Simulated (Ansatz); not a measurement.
# AlGaH (quartet): correlated methods under varied settings at distance Al1–H3 = 1.582 Å

What do other methods and options give for AlGaH (quartet) at this geometry, and how long do they take?

The runs use Ansatz 0.2.0, Gaussian basis; the settings change from run to run.

32 further runs of the same task are left out: 25 that didn't finish, 7 set aside as unsound or not needed.

**1. The geometry**

The geometry derives from a PBE0/def2-TZVP stationary point (not a proven minimum). One bond is set to the value named and the two fragments are kept rigid. No spin-orbit coupling is included. The filled d shell of Ga may be among the frozen orbitals whatever the setting's name suggests; the logs give the count.

3 atoms, charge 0, spin multiplicity 4.

Atoms are counted from 1 here; the program's logs count them from 0.

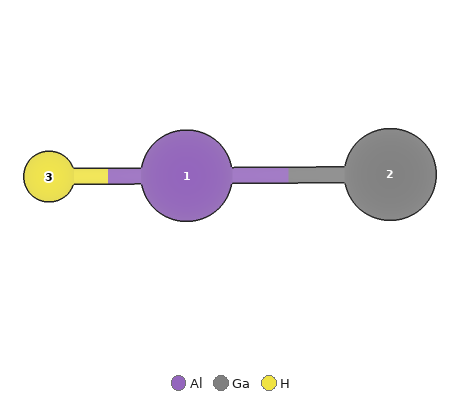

The geometry (aluminium purple, gallium grey, hydrogen yellow); atoms are numbered from 1 in the order of the file.

**2. HF/6-31G**

The input, in.yaml:

```yaml
crystal:
  periodic: [false, false, false]
  atoms:
    - {symbol: Al, position_ang: [0.000000, 0.000000, 0.253900]}
    - {symbol: Ga, position_ang: [0.000000, 0.000000, -2.089700]}
    - {symbol: H, position_ang: [0.000000, 0.000000, 1.835800]}
basis:
  gaussian: {orbitals: 6-31G}
magnetization: {spin_polarized: false, initial_magnetization: 3}
hamiltonian: {xc: hf}
output: {orbitals: {seedname: orbitals}}
```

The run is started by

```console
> ansatz run in.yaml --threads 1 --pin off --events-out ev --progress --plain --max-ram 2393MiB
```

Output:

```text
Functional definition: HF
  name "HF"
  cite "Fock, Z. Phys. 61, 126 (1930) doi:10.1007/BF01340294"
  parent pbe
  exchange = exact_x
  correlation = 0
420 factors; integrals over basis functions are off by at most 1.4e-4 eV
mean field evaluation 1: about -58920.5091 eV, gradient 5.8e0 eV
mean field evaluation 2: about -58920.5332 eV, gradient 5.9e0 eV
mean field evaluation 4: about -58921.2750 eV, gradient 1.7e0 eV
mean field evaluation 8: about -58921.3541 eV, gradient 4.7e-1 eV
mean field evaluation 16: about -58921.3733 eV, gradient 2.2e-5 eV
mean field evaluation 32: about -58917.6819 eV, gradient 6.9e0 eV
mean field -58921.37325996 eV, -2165.3205289623 hartree, gradient 2.2e-5 eV, S^2 3.750000; 0 other end points of the search recorded, 0 dependent functions left out
reference -58921.37325996 eV, -2165.3205289623 hartree; 24, 21 occupied and 20, 23 virtual orbitals, 420 factors
Total energy: -58921.37325996 eV, -2165.3205289623 hartree
```

It took 5.5 s on 1 thread of Intel Xeon at 2.50GHz, shared host.

**3. MP2 on UHF/6-31G**

in.yaml: that of step 2 with these lines changed.

```diff
@@ -8,4 +8,4 @@
   gaussian: {orbitals: 6-31G}
-magnetization: {spin_polarized: false, initial_magnetization: 3}
-hamiltonian: {xc: hf}
-output: {orbitals: {seedname: orbitals}}
+magnetization: {spin_polarized: true, initial_magnetization: 3}
+correlation: {method: mp2, electrons: outside_noble_gas}
+scf: {lower_state_search: off}
```

Launched as before.

Output, cut to the lines that bear on the results:

```text
Functional definition: HF
  name "HF"
  cite "Fock, Z. Phys. 61, 126 (1930) doi:10.1007/BF01340294"
  parent pbe
[...]
420 factors; integrals over basis functions are off by at most 1.4e-4 eV
[...]
mean field -58921.46039365 eV, -2165.3237310663 hartree, gradient 4.6e-6 eV, S^2 3.767444; 0 other end points of the search recorded, 0 dependent functions left out
19 core orbitals not correlated: weight in the atoms' cores, before any rotation towards them, 0.997 or more for the frozen orbitals, at most 0.001 for the correlated occupied ones
reference -58921.46039365 eV, -2165.3237310663 hartree; 5, 2 occupied and 20, 23 virtual orbitals, 420 factors
second order -1.32583115 eV of doubles, -0.00000000 eV of singles
Total energy: -58922.78622480 eV, -2165.3724544624 hartree
Checks for a lower state left out: stability, starts, cluster_reference, orbital_swaps, neighbouring_geometries, increment
```

It took 2.3 s on 1 thread of Intel Xeon at 2.50GHz, shared host.

From the report: ⟨S²⟩ of the determinant 3.767 (pure quartet: 3.75).

**4. CCSD(T) on ROHF/def2-mTZVP**

The input, in.yaml:

```yaml
crystal:
  periodic: [false, false, false]
  atoms:
    - {symbol: Al, position_ang: [0.000000, 0.000000, 0.253900]}
    - {symbol: Ga, position_ang: [0.000000, 0.000000, -2.089700]}
    - {symbol: H, position_ang: [0.000000, 0.000000, 1.835800]}
basis:
  gaussian: {orbitals: def2-mTZVP}
magnetization: {spin_polarized: false, initial_magnetization: 3}
correlation: {method: ccsd_t, electrons: outside_noble_gas}
output: {forces: true}
```

Launched as before.

Output, cut to the lines that bear on the results:

```text
Functional definition: HF
  name "HF"
  cite "Fock, Z. Phys. 61, 126 (1930) doi:10.1007/BF01340294"
  parent pbe
[...]
558 factors; integrals over basis functions are off by at most 6.6e-4 eV
[...]
mean field -58931.01818950 eV, -2165.6749735854 hartree, gradient 2.1e-6 eV, S^2 3.750000; 7 other end points of the search recorded, 0 dependent functions left out
[...]
determinant -58931.01818950 eV, -2165.6749735854 hartree, with singles and doubles -58933.75565891 eV, -2165.7755737305 hartree
determinant -58928.90935445 eV, -2165.5974753266 hartree, with singles and doubles -58931.36372515 eV, -2165.6876717861 hartree
determinant -58928.01337698 eV, -2165.5645487618 hartree, with singles and doubles -58931.04112189 eV, -2165.6758163351 hartree
determinant -58927.90522364 eV, -2165.5605742001 hartree, with singles and doubles -58930.66262832 eV, -2165.6619069530 hartree
19 core orbitals not correlated: weight in the atoms' cores, before any rotation towards them, 0.999 or more for the frozen orbitals, at most 0.000 for the correlated occupied ones
reference -58931.01818950 eV, -2165.6749735854 hartree; 5, 2 occupied and 37, 40 virtual orbitals, 558 factors
second order -2.09957846 eV of doubles, -0.04446198 eV of singles
cycle   1  -2.72098066 eV  change   -1.0e-1 eV  update   1.8e-2
[...]
cycle  12  -2.73904719 eV  change   -9.1e-8 eV  update   3.3e-7
perturbative correction -0.12332120 eV, -0.0045319703 hartree
[...]
Total energy: -58933.88055788 eV, -2165.7801636832 hartree
Atom 0 at     0.000000     0.000000     0.253900 Å, force     0.000000     0.000000     0.117951 eV/Å
Atom 1 at     0.000000     0.000000    -2.089700 Å, force    -0.000000     0.000000    -0.290909 eV/Å
Atom 2 at     0.000000     0.000000     1.835800 Å, force     0.000000    -0.000000     0.172958 eV/Å
Dipole moment:     0.000000     0.000000     0.019883 e Å
```

Run time: 34 s. Hardware: 1 thread of Intel Xeon at 2.50GHz, shared host.

From the report: correlation -2.8624 eV; T1 0.032; largest double amplitude 0.08.

**5. MRCISD+Q(5,8)/STO-3G**

The input, in.yaml:

```yaml
crystal:
  periodic: [false, false, false]
  atoms:
    - {symbol: Al, position_ang: [0.000000, 0.000000, 0.253900]}
    - {symbol: Ga, position_ang: [0.000000, 0.000000, -2.089700]}
    - {symbol: H, position_ang: [0.000000, 0.000000, 1.835800]}
basis:
  gaussian: {orbitals: STO-3G, point_charges: [{charge: -0.50, position_ang: [3.988, -0.806, 0.907]}]}
magnetization: {spin_polarized: false, initial_magnetization: 3}
correlation: {method: fic_mrcisd_q, electrons: outside_noble_gas, active_space: {window: {electrons: 5, orbitals: 8}, states: [{multiplicity: 4, weights: [0.5, 1]}], root: 1}}
scf: {lower_state_search: full}
```

The command is unchanged.

Output, cut to the lines that bear on the results:

```text
Functional definition: HF
  name "HF"
  cite "Fock, Z. Phys. 61, 126 (1930) doi:10.1007/BF01340294"
  parent pbe
[...]
371 factors; integrals over basis functions are off by at most 4.6e-8 eV
[...]
mean field -58247.83711282 eV, -2140.5685320941 hartree, gradient 2.1e-6 eV, S^2 3.750000; 19 other end points of the search recorded, 0 dependent functions left out
reference -58247.83711282 eV, -2140.5685320941 hartree; 24, 21 occupied and 4, 7 virtual orbitals, 371 factors
state -58247.86031151 eV, -2140.5693846301 hartree
state -58247.86027736 eV, -2140.5693833753 hartree
contracted CI cycle   1: correlation 0.00000000 eV, 0.0000000000 hartree, residual 6.24e0 eV
contracted CI cycle   2: correlation -1.28885450 eV, -0.0473645292 hartree, residual 1.70e0 eV
contracted CI cycle   3: correlation -1.40195064 eV, -0.0515207357 hartree, residual 5.10e-1 eV
[...]
contracted CI cycle   2: correlation -1.16984784 eV, -0.0429911151 hartree, residual 1.55e0 eV
contracted CI cycle   3: correlation -1.25607995 eV, -0.0461600868 hartree, residual 3.21e-1 eV
contracted CI cycle   4: correlation -1.26013202 eV, -0.0463089974 hartree, residual 9.53e-2 eV
contracted CI cycle   5: correlation -1.26046315 eV, -0.0463211663 hartree, residual 3.34e-2 eV
contracted CI cycle   6: correlation -1.26050711 eV, -0.0463227820 hartree, residual 1.08e-2 eV
contracted CI cycle   7: correlation -1.26051145 eV, -0.0463229412 hartree, residual 2.42e-3 eV
contracted CI cycle   8: correlation -1.26051166 eV, -0.0463229491 hartree, residual 4.81e-4 eV
state -58246.26025971 eV, -2140.5105838113 hartree; corrected -58247.59026807 eV, -2140.5594607168 hartree
state -58247.86031151 eV, -2140.5693846301 hartree; corrected -58249.35939589 eV, -2140.6244749652 hartree
state -58247.86027736 eV, -2140.5693833753 hartree; corrected -58249.35946686 eV, -2140.6244775732 hartree
[...]
Total energy: -58249.35946686 eV, -2140.6244775732 hartree
```

Wall time 60 s (1 thread of Intel Xeon at 2.50GHz, shared host); peak memory 0.26 GiB.

From the report: 560 determinants; active occupations (of the averaged states) 1.67, 1.33, 1.00, 1.00, 0.00, 0.00, 0.00, 0.00.

**6. CASCI(7,5)/6-31G**

The input, in.yaml:

```yaml
crystal:
  periodic: [false, false, false]
  atoms:
    - {symbol: Al, position_ang: [0.000000, 0.000000, 0.253900]}
    - {symbol: Ga, position_ang: [0.000000, 0.000000, -2.089700]}
    - {symbol: H, position_ang: [0.000000, 0.000000, 1.835800]}
basis:
  gaussian: {orbitals: 6-31G}
magnetization: {spin_polarized: false, initial_magnetization: 3}
correlation: {active_space: {window: {electrons: 7, orbitals: 5}, fixed_orbitals: true}}
output: {forces: true}
```

The command is unchanged.

Output, cut to the lines that bear on the results:

```text
Functional definition: HF
  name "HF"
  cite "Fock, Z. Phys. 61, 126 (1930) doi:10.1007/BF01340294"
  parent pbe
[...]
420 factors; integrals over basis functions are off by at most 1.4e-4 eV
[...]
mean field -58921.37325996 eV, -2165.3205289623 hartree, gradient 1.4e-6 eV, S^2 3.750000; 4 other end points of the search recorded, 0 dependent functions left out
reference -58921.37325996 eV, -2165.3205289623 hartree; 24, 21 occupied and 20, 23 virtual orbitals, 420 factors
state -58921.37325996 eV, -2165.3205289623 hartree
[...]
Total energy: -58921.37325996 eV, -2165.3205289623 hartree
Atom 0 at     0.000000     0.000000     0.253900 Å, force    -0.000000    -0.000000    -0.074064 eV/Å
Atom 1 at     0.000000     0.000000    -2.089700 Å, force     0.000000     0.000000     0.024494 eV/Å
Atom 2 at     0.000000     0.000000     1.835800 Å, force    -0.000000     0.000000     0.049570 eV/Å
Dipole moment:    -0.000000     0.000000     0.005268 e Å
```

It took 7 s on 1 thread of Intel Xeon at 2.50GHz, shared host.

From the report: 3 determinants; active occupations 2.00, 2.00, 1.00, 1.00, 1.00. With so small a space the active step adds no correlation: the energy is the mean field's.

**7. BCCD(T) on ROHF/6-31G**

in.yaml: that of step 6 with these lines changed.

```diff
@@ -7,5 +7,5 @@
 basis:
-  gaussian: {orbitals: 6-31G}
+  gaussian: {orbitals: 6-31G, point_charges: [{charge: -0.50, position_ang: [4.848, 0.030, 0.166]}]}
 magnetization: {spin_polarized: false, initial_magnetization: 3}
-correlation: {active_space: {window: {electrons: 7, orbitals: 5}, fixed_orbitals: true}}
+correlation: {method: bccd_t, electrons: outside_noble_gas}
 output: {forces: true}
```

Launched as before.

Output, cut to the lines that bear on the results:

```text
Functional definition: HF
  name "HF"
  cite "Fock, Z. Phys. 61, 126 (1930) doi:10.1007/BF01340294"
  parent pbe
[...]
420 factors; integrals over basis functions are off by at most 1.4e-4 eV
[...]
mean field -58921.40712444 eV, -2165.3217734589 hartree, gradient 1.6e-6 eV, S^2 3.750000; 9 other end points of the search recorded, 0 dependent functions left out
[...]
determinant -58921.40712444 eV, -2165.3217734589 hartree, with singles and doubles -58923.36128096 eV, -2165.3935873864 hartree
determinant -58919.51840419 eV, -2165.2523642700 hartree, with singles and doubles -58921.07533822 eV, -2165.3095805405 hartree
determinant -58919.33605888 eV, -2165.2456632034 hartree, with singles and doubles -58920.88961142 eV, -2165.3027552064 hartree
determinant -58918.51208784 eV, -2165.2153828263 hartree, with singles and doubles -58920.72581180 eV, -2165.2967356814 hartree
[...]
19 core orbitals not correlated: weight in the atoms' cores, before any rotation towards them, 0.998 or more for the frozen orbitals, at most 0.001 for the correlated occupied ones
reference -58921.40712444 eV, -2165.3217734589 hartree; 5, 2 occupied and 20, 23 virtual orbitals, 420 factors
second order -1.36262589 eV of doubles, -0.03550531 eV of singles
cycle   1  -1.95747588 eV  change   -5.5e-2 eV  update   1.6e-2
[...]
cycle  13  -1.95889425 eV  change    1.0e-8 eV  update   2.5e-7
perturbative correction -0.05217175 eV, -0.0019172763 hartree
[...]
Total energy: -58923.41819044 eV, -2165.3956787712 hartree
Atom 0 at     0.000000     0.000000     0.253900 Å, force     0.046536     0.000288     0.245862 eV/Å
Atom 1 at     0.000000     0.000000    -2.089700 Å, force    -0.013467    -0.000083    -0.742479 eV/Å
Atom 2 at     0.000000     0.000000     1.835800 Å, force    -0.011885    -0.000074     0.493601 eV/Å
Dipole moment:     0.139881     0.000866    -0.027897 e Å
```

It took 23 s on 1 thread of Intel Xeon at 2.50GHz, shared host.

From the report: correlation -2.0111 eV; largest double amplitude 0.10.

**8. NEVPT2(5,6)/STO-3G**

The input, in.yaml:

```yaml
crystal:
  periodic: [false, false, false]
  atoms:
    - {symbol: Al, position_ang: [0.000000, 0.000000, 0.253900]}
    - {symbol: Ga, position_ang: [0.000000, 0.000000, -2.089700]}
    - {symbol: H, position_ang: [0.000000, 0.000000, 1.835800]}
basis:
  gaussian: {orbitals: STO-3G, point_charges: [{charge: 1.00, position_ang: [4.626, -0.972, 0.936]}]}
magnetization: {spin_polarized: false, initial_magnetization: 3}
correlation: {method: sc_nevpt2, electrons: outside_noble_gas, active_space: {window: {electrons: 5, orbitals: 6}}}
```

The command is unchanged.

Output, cut to the lines that bear on the results:

```text
Functional definition: HF
  name "HF"
  cite "Fock, Z. Phys. 61, 126 (1930) doi:10.1007/BF01340294"
  parent pbe
[...]
275 factors; integrals over basis functions are off by at most 1.3e-4 eV
[...]
mean field -58247.23457733 eV, -2140.5463893231 hartree, gradient 1.5e-7 eV, S^2 3.750000; 14 other end points of the search recorded, 0 dependent functions left out
reference -58247.23457733 eV, -2140.5463893231 hartree; 24, 21 occupied and 4, 7 virtual orbitals, 275 factors
state -58247.73241429 eV, -2140.5646844940 hartree
state -58247.73241429 eV, -2140.5646844940 hartree; corrected -58248.46302613 eV, -2140.5915339841 hartree
state -58247.70723779 eV, -2140.5637592748 hartree
state -58247.70723779 eV, -2140.5637592748 hartree; corrected -58248.38822538 eV, -2140.5887851070 hartree
state -58247.73241429 eV, -2140.5646844940 hartree; corrected -58248.46302613 eV, -2140.5915339841 hartree
[...]
Total energy: -58248.46302613 eV, -2140.5915339841 hartree
```

Run time: 75 s. Hardware: 1 thread of Intel Xeon at 2.50GHz, shared host.

From the report: 90 determinants; active occupations 1.97, 1.00, 1.00, 1.00, 0.03, 0.00.

**9. MP2 on ROHF/6-31G**

The input, in.yaml:

```yaml
crystal:
  periodic: [false, false, false]
  atoms:
    - {symbol: Al, position_ang: [0.000000, 0.000000, 0.253900]}
    - {symbol: Ga, position_ang: [0.000000, 0.000000, -2.089700]}
    - {symbol: H, position_ang: [0.000000, 0.000000, 1.835800]}
basis:
  gaussian: {orbitals: 6-31G}
magnetization: {spin_polarized: false, initial_magnetization: 3}
correlation: {method: mp2, electrons: all}
```

The command is unchanged.

Output:

```text
Functional definition: HF
  name "HF"
  cite "Fock, Z. Phys. 61, 126 (1930) doi:10.1007/BF01340294"
  parent pbe
  exchange = exact_x
  correlation = 0
420 factors; integrals over basis functions are off by at most 1.4e-4 eV
mean field evaluation 1: about -58920.5091 eV, gradient 5.8e0 eV
mean field evaluation 2: about -58920.5332 eV, gradient 5.9e0 eV
mean field evaluation 4: about -58921.2750 eV, gradient 1.7e0 eV
mean field evaluation 8: about -58921.3541 eV, gradient 4.7e-1 eV
mean field evaluation 16: about -58921.3733 eV, gradient 1.4e-6 eV
mean field evaluation 32: about -58921.2308 eV, gradient 1.2e0 eV
mean field -58921.37325996 eV, -2165.3205289623 hartree, gradient 1.4e-6 eV, S^2 3.750000; 4 other end points of the search recorded, 0 dependent functions left out
mean field evaluation 64: about -58921.4602 eV, gradient 5.3e-2 eV
reference -58921.37325996 eV, -2165.3205289623 hartree; 24, 21 occupied and 20, 23 virtual orbitals, 420 factors
second order -7.38631076 eV of doubles, -0.04308549 eV of singles
Total energy: -58928.80265621 eV, -2165.5935542387 hartree
```

Run time: 8 s. Hardware: 1 thread of Intel Xeon at 2.50GHz, shared host.

**10. CCSD on UHF/cc-pVDZ**

The input, in.yaml:

```yaml
crystal:
  periodic: [false, false, false]
  atoms:
    - {symbol: Al, position_ang: [0.000000, 0.000000, 0.253900]}
    - {symbol: Ga, position_ang: [0.000000, 0.000000, -2.089700]}
    - {symbol: H, position_ang: [0.000000, 0.000000, 1.835800]}
basis:
  gaussian: {orbitals: cc-pVDZ, fitting: {mean_field: def2-universal-jkfit}}
magnetization: {spin_polarized: true, initial_magnetization: 3}
correlation: {method: ccsd, electrons: valence}
scf: {lower_state_search: full}
```

Launched as before.

Output, cut to the lines that bear on the results:

```text
Functional definition: HF
  name "HF"
  cite "Fock, Z. Phys. 61, 126 (1930) doi:10.1007/BF01340294"
  parent pbe
[...]
412 factors; integrals over basis functions are off by at most 3.8e-1 eV
[...]
mean field -58930.38781592 eV, -2165.6518077836 hartree, gradient 4.5e-6 eV, S^2 3.772672; 9 other end points of the search recorded, 0 dependent functions left out
determinant -58930.38781592 eV, -2165.6518077836 hartree, with singles and doubles -58933.84713019 eV, -2165.7789352381 hartree
determinant -58928.26734799 eV, -2165.5738820245 hartree, with singles and doubles -58931.41251860 eV, -2165.6894649124 hartree
determinant -58927.34423676 eV, -2165.5399583126 hartree, with singles and doubles -58931.08218037 eV, -2165.6773252064 hartree
determinant -58927.10219307 eV, -2165.5310633708 hartree, with singles and doubles -58930.55635668 eV, -2165.6580015422 hartree
14 core orbitals not correlated: weight in the atoms' cores, before any rotation towards them, 1.000 or more for the frozen orbitals, at most 0.000 for the correlated occupied ones
reference -58930.38781592 eV, -2165.6518077836 hartree; 10, 7 occupied and 26, 29 virtual orbitals, 412 factors
second order -2.75741739 eV of doubles, -0.00000000 eV of singles
cycle   1  -3.45953028 eV  change   -2.2e-4 eV  update   9.6e-4
[...]
cycle   7  -3.45992614 eV  change   -5.7e-6 eV  update   3.2e-6
Total energy: -58933.84774206 eV, -2165.7789577238 hartree
```

It took 28 s on 1 thread of Intel Xeon at 2.50GHz, shared host.

From the report: ⟨S²⟩ of the determinant 3.773 (pure quartet: 3.75); correlation -3.4599 eV; T1 0.017; largest double amplitude 0.08.

**11. All runs side by side**

Where basis and cores are those of an earlier FCI/6-31G run (-58923.4219 eV), and the state is the same kind, the miss against it is given.

| level | correlated | functions | energy (eV) | from FCI (meV) | time |
| --- | --- | --- | --- | --- | --- |
| HF/6-31G |  | 44 | -58921.3733 | 2048.7 | 5.5 s |
| MP2 on UHF/6-31G | outside noble gas | 44 | -58922.7862 | 635.7 | 2.3 s |
| CCSD(T) on ROHF/def2-mTZVP | outside noble gas | 61 | -58933.8806 |  | 34 s |
| MRCISD+Q(5,8)/STO-3G (excited root 1 of an average, beside a point charge) | outside noble gas | 28 | -58249.3595 |  | 60 s |
| CASCI(7,5)/6-31G |  | 44 | -58921.3733 | 2048.7 | 7 s |
| BCCD(T) on ROHF/6-31G (beside a point charge) | outside noble gas | 44 | -58923.4182 |  | 23 s |
| NEVPT2(5,6)/STO-3G (beside a point charge) | outside noble gas | 28 | -58248.4630 |  | 75 s |
| MP2 on ROHF/6-31G | all | 44 | -58928.8027 |  | 8 s |
| CCSD on UHF/cc-pVDZ | valence | 50 | -58933.8477 |  | 28 s |

**12. Summary of results**

| quantity | value |
| --- | --- |
| runs | 9 |
| quickest | MP2 on UHF/6-31G, 2.3 s |
| slowest | NEVPT2(5,6)/STO-3G (beside a point charge), 75 s |

What this shows: Total energies in different bases, with other cores or another treatment of relativity can't be set against each other. NEVPT2(5,6)/STO-3G (beside a point charge) took 33 times as long as MP2 on UHF/6-31G; the jobs differ in more than the method. Hartree-Fock, CASSCF and CASCI lack dynamic correlation by design.
